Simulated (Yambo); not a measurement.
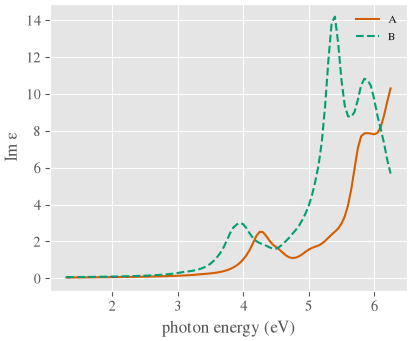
Two computed absorption spectra of Mg₂FeH₆ (space group Fm-3m, No. 225) (Yambo, LDA bands with the same scissor, field along x)

Problem. Which curve includes the electron-hole attraction (BSE), and where are its main peaks?

Solution. Curve B: the attraction moves weight to lower energy (centre of the plotted range 5.3 eV against 5.4 eV). Its peaks lie at 4.0 eV, 5.4 eV, 5.8 eV. Settings: 8×8×8 mesh, 6 valence and 3 conduction bands, static screening with 43 bands and a 3 Ry block, scissor 1.09 eV, Tamm-Dancoff. The scissor comes from a G0W0 run whose convergence isn't established. Broadening 0.15 eV. The band window holds all transitions up to 6.3 eV. Fine structure above the onset can come from the mesh.

Geometry of the Materials Project entry, not relaxed at this level; primitive cell a = b = c = 4.4937 Å, α = β = γ = 60.00°.

The runs are not spin-polarised; magnetic order was not tried.
